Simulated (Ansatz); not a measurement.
# C10H24O3Si (SiMe(OiPr)3) (charge −1, doublet): what the fields show

The calculation's input:

```
crystal:
  periodic: [false, false, false]
  atoms:
    - {symbol: Si, position_ang: [0.025917, -0.003894, 0.223231]}
    - {symbol: C, position_ang: [0.351457, -0.296851, 2.052787]}
    - {symbol: H, position_ang: [-0.519744, 0.056917, 2.666066]}
    - {symbol: H, position_ang: [1.271522, 0.261545, 2.374570]}
    - {symbol: H, position_ang: [0.508972, -1.391569, 2.244335]}
    - {symbol: O, position_ang: [1.384714, -0.248569, -0.746249]}
    - {symbol: C, position_ang: [2.210667, -1.412878, -0.691153]}
    - {symbol: C, position_ang: [3.657054, -0.970235, -0.489153]}
    - {symbol: C, position_ang: [1.985885, -2.252049, -1.946188]}
    - {symbol: H, position_ang: [1.918532, -2.047248, 0.192338]}
    - {symbol: H, position_ang: [3.984287, -0.309470, -1.319234]}
    - {symbol: H, position_ang: [4.339946, -1.850911, -0.439447]}
    - {symbol: H, position_ang: [3.735687, -0.395758, 0.464146]}
    - {symbol: H, position_ang: [0.921719, -2.570387, -1.990414]}
    - {symbol: H, position_ang: [2.215722, -1.662802, -2.858548]}
    - {symbol: H, position_ang: [2.632111, -3.160098, -1.935678]}
    - {symbol: O, position_ang: [-0.467831, 1.572824, -0.115273]}
    - {symbol: C, position_ang: [0.161466, 2.744487, 0.402231]}
    - {symbol: C, position_ang: [-0.911686, 3.625460, 1.036152]}
    - {symbol: C, position_ang: [0.952483, 3.429388, -0.709751]}
    - {symbol: H, position_ang: [0.892922, 2.463439, 1.209845]}
    - {symbol: H, position_ang: [-1.683348, 3.901151, 0.286989]}
    - {symbol: H, position_ang: [-0.466809, 4.558282, 1.455599]}
    - {symbol: H, position_ang: [-1.411158, 3.059516, 1.857523]}
    - {symbol: H, position_ang: [1.733667, 2.735197, -1.087925]}
    - {symbol: H, position_ang: [0.285505, 3.700795, -1.554668]}
    - {symbol: H, position_ang: [1.445152, 4.355444, -0.332982]}
    - {symbol: O, position_ang: [-1.171450, -0.996735, -0.426553]}
    - {symbol: C, position_ang: [-2.395611, -1.335904, 0.225132]}
    - {symbol: C, position_ang: [-2.513871, -2.856923, 0.271316]}
    - {symbol: C, position_ang: [-3.555238, -0.639751, -0.482646]}
    - {symbol: H, position_ang: [-2.380244, -0.963235, 1.286625]}
    - {symbol: H, position_ang: [-2.498004, -3.283104, -0.753820]}
    - {symbol: H, position_ang: [-3.459163, -3.167353, 0.776644]}
    - {symbol: H, position_ang: [-1.644116, -3.272629, 0.835096]}
    - {symbol: H, position_ang: [-3.415832, 0.462150, -0.424298]}
    - {symbol: H, position_ang: [-3.594771, -0.932916, -1.552582]}
    - {symbol: H, position_ang: [-4.526521, -0.905330, -0.004045]}
basis:
  gaussian: {orbitals: def2-TZVP, fitting: {mean_field: def2-universal-jkfit}, initial_orbitals: start.molden}
total_charge: -1
magnetization: {spin_polarized: true, initial_magnetization: 1}
hamiltonian: {xc: pbe0, dispersion: d4}
scf: {omitted_lower_state_checks: [starts]}
output: {orbitals: {seedname: orbitals}}
```

Command:

```sh
ansatz run in.yaml --threads 2 --pin off --events-out ev --progress --plain --max-ram 32768MiB --backend cuda --devices 0, --max-vram 18GiB
```

Geometry: PBE-D4/def2-SVP; the highest occupied orbital lies above zero, a sign that basis and functional describe the outermost electron poorly.

Theory: UKS PBE0-D4/def2-TZVP in Ansatz 0.2.0.

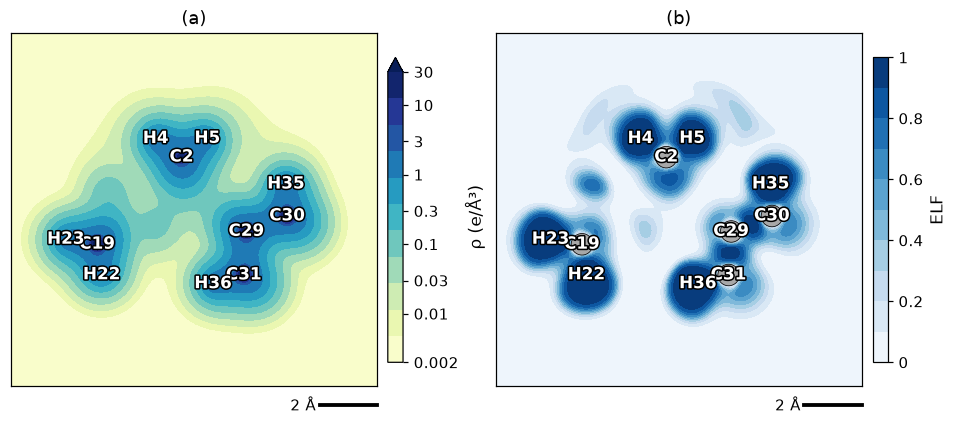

Figure 1. (a) electron density; (b) ELF on the plane of atoms C29, C31 and H36. Grey discs cover the atomic cores in the ELF map.

Describe what can be read from this map.

Answer. The section cuts through C and H sites.
C–C (1.53 Å): ρ is about 1.7 e/Å³ halfway; the ELF peaks at about 0.95 between the atoms: a covalent bond.
C–H (1.12 Å): the density is about 1.8 e/Å³ at the midpoint; the ELF climbs to about 1 towards the hydrogen, as it does in any bond to H: an ordinary covalent bond to hydrogen.

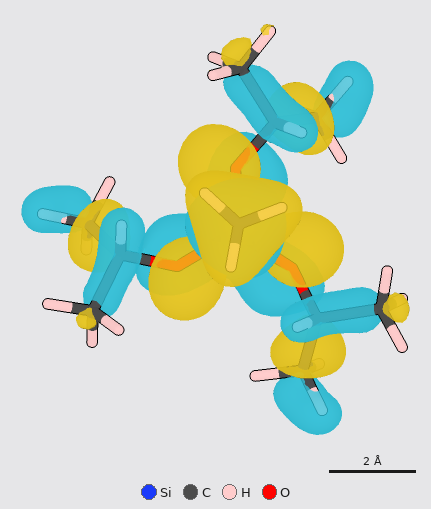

Figure 2. The HOMO−1 (α) at ±0.05 Å⁻³ᐟ² (yellow and cyan are the two phases), seen across its widest extent.

What is the character of this orbital?

Answer. It lies mainly on O6 (about 20 %), O28 (about 15 %), O17 (about 15 %), C2 (about 10 %) and Si1 (about 10 %). Its energy is −4.29 eV.

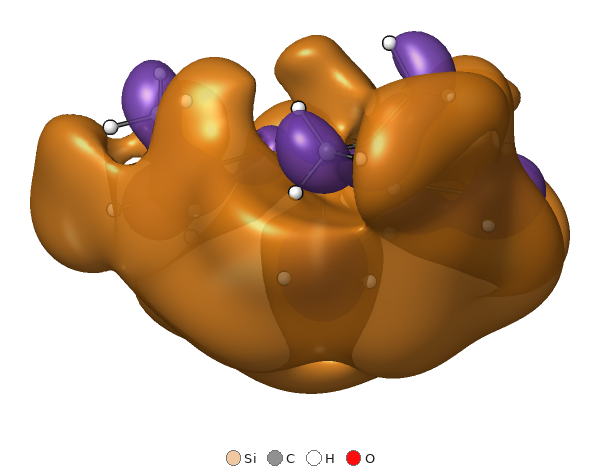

Figure 3. The HOMO (α) at ±0.03 Å⁻³ᐟ² (orange and purple are the two phases), seen from one side.

What is the character of this orbital?

Answer. No atom holds more than about 10 % of it (Hirshfeld); by element the shares are H 65 %, C 25 % and Si 5 %. Its energy is 2.66 eV.
